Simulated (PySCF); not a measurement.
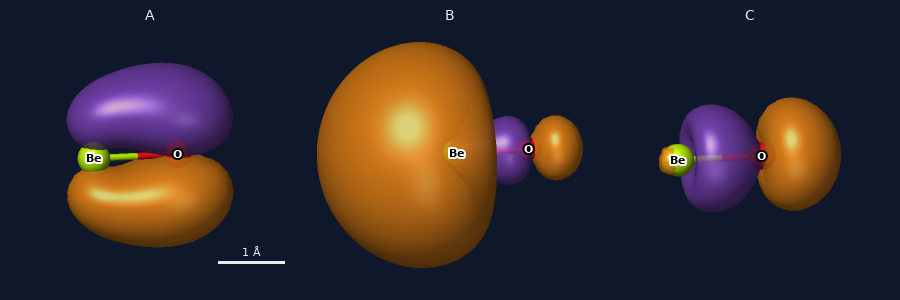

*BeO. Three frontier orbitals, each drawn at the value that holds 80 % of its norm (orange and purple are the two phases), in no order; of a degenerate pair one member is drawn.*

Method: PySCF 2.14.0, PBE0/pcseg-2, non-relativistic, at a bond length of 1.325 Å.

Question: Label each orbital by symmetry, say whether it is occupied, and order them by energy.

Answer: Orbital C: σ, occupied, −8.32 eV; mainly on O (85 %).
Orbital A: π, occupied, −7.38 eV; mainly on O (75 %).
Orbital B: σ, empty, −3.97 eV; mainly on Be (95 %).
